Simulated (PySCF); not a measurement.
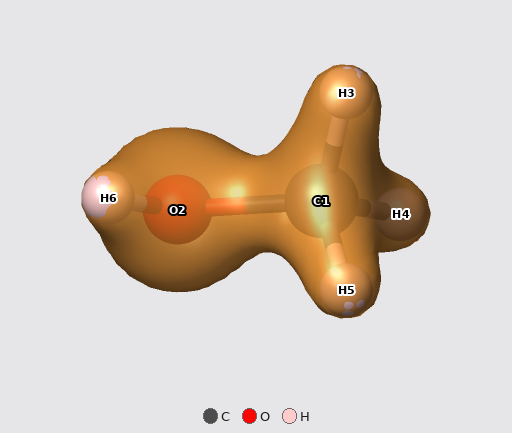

*CH$_{4}$O. Isosurface of the electron density at 1 e/Å³ (orange), seen from one side.*

Geometry: PBE0-D3(BJ)/def2-SVP.

Method: DFT single point, gas phase, functional PBE0 (PySCF 2.14.0, density-fitted response routines).

```xyz
6

C    -0.3416   -0.0080    0.0072
O     0.9290   -0.4047   -0.4179
H    -0.4975   -0.1290    1.0977
H    -1.0799   -0.6471   -0.5001
H    -0.5830    1.0417   -0.2536
H     1.5794    0.1494    0.0229
```

**How is the density connected at this value?**

At this value the surface is in one piece. It bridges the sampled C–O (1.40 Å), O–H (0.96 Å) and C–H (1.10 Å) contacts, where the density stays above the isovalue. On the grid the lowest density along these lines, outside the cores, is 1.8 e/Å³ (C–O, 1.40 Å), 2.4 e/Å³ (O–H, 0.96 Å) and 1.9 e/Å³ (C–H, 1.10 Å).
